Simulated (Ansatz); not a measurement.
CClF2Si (SMILES F[Si](F)=[C+]Cl) (charge +1)

Input file:

```
crystal:
  periodic: [false, false, false]
  atoms:
    - {symbol: C, position_ang: [-2.551530, 0.727086, -2.597263]}
    - {symbol: Cl, position_ang: [-1.192183, 1.575242, -2.439895]}
    - {symbol: F, position_ang: [-3.719833, -1.733888, -1.599399]}
    - {symbol: F, position_ang: [-5.159873, 0.528868, -1.343771]}
    - {symbol: Si, position_ang: [-3.714792, -0.148674, -1.404481]}
basis:
  gaussian:
    orbitals: def2-TZVPD
total_charge: 1
hamiltonian:
  xc: pbe0
output: {forces: true, orbitals: {seedname: orbitals}}
```

Command:

```sh
ansatz run input.yaml --threads 1 --pin off --max-ram 2610MiB --events-out events.jsonl --progress --plain --runs-dir runs
```

Geometry: BLYP-D3(BJ)/def2-SVP.

Computed with Ansatz 0.2.0, isolated molecule in a Gaussian basis; Kohn-Sham density functional theory, functional PBE0.

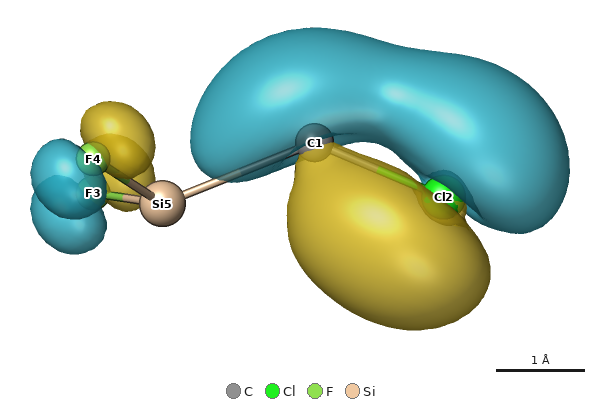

Figure 1. The HOMO−1 at ±0.1 Å⁻³ᐟ² (yellow and cyan are the two phases), seen from one side.

> Where does this orbital lie, and at what energy?

It lies mainly on Cl2 (about 65 %) and C1 (about 25 %). Its energy is −17.89 eV.

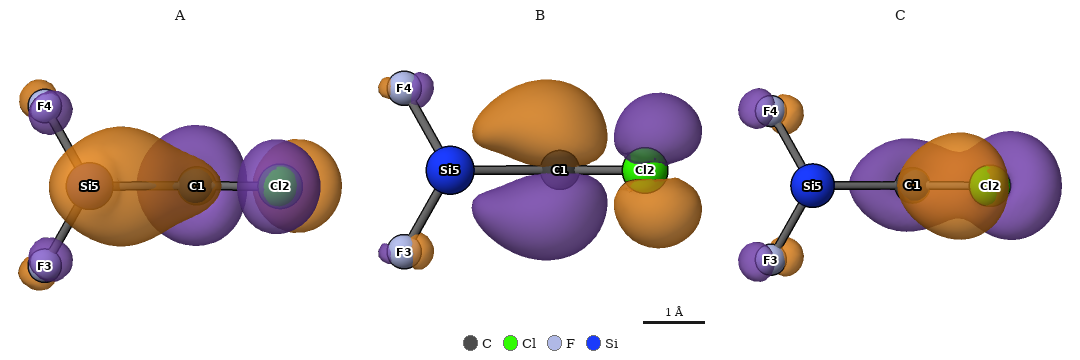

Figure 2. Three frontier orbitals at ±0.15 Å⁻³ᐟ² (orange and purple are the two phases), in no order.

> Which picture is the HOMO−1, the HOMO and the LUMO?

C is the HOMO−1 (−17.89 eV). By Hirshfeld shares it lies mainly on Cl2 (about 65 %) and C1 (about 25 %). A is the HOMO (−13.58 eV). By Hirshfeld shares it lies mainly on C1 (about 40 %), Si5 (about 30 %) and Cl2 (about 25 %). B is the LUMO (−10.69 eV). It lies mainly on C1 (about 55 %) and Cl2 (about 30 %); π-antibonding (π*) across C1–Cl2.

> What is the HOMO–LUMO gap?

2.89 eV between the orbital energies.
